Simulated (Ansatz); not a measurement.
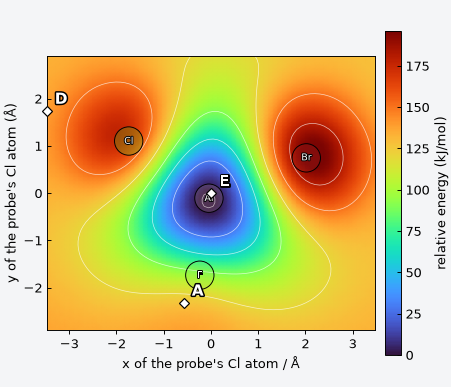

AlBrClF (SMILES [F][Al]([Cl])[Br]) with the probe Cl-. The probe is moved over a plane parallel to the molecule's main plane, 2.70 Å above it. The first coordinate is: x of the probe's Cl atom; the second: y of the probe's Cl atom. Nothing is relaxed (molecule and probe rigid). The grid has 13 × 11 points. Points are written as (first, second). Energies: kJ/mol, counted from the lowest grid point. These are results of RHF/def2-SVPD in Ansatz 0.2.0, not measurements.

Drawn: a smooth colour map with a few white contour lines, labelled circles for the molecule's atoms, projected on the plane, lettered points. Between grid points the surface is interpolated.

Is A the lowest point of the computed grid?

No. A lies 127 kJ/mol above the lowest grid point, which is at (0.00 Å, 0.00 Å) [nearest 1 Al at 2.70 Å].

What kind of point is each of A, E: minimum, saddle, maximum or slope?

A: on a slope; E: minimum. (In these two coordinates alone; a stationary point may lie a little off the grid point.)

Rank the lettered points by energy, lowest first.

E (0 kJ/mol), A (127 kJ/mol), D (139 kJ/mol).
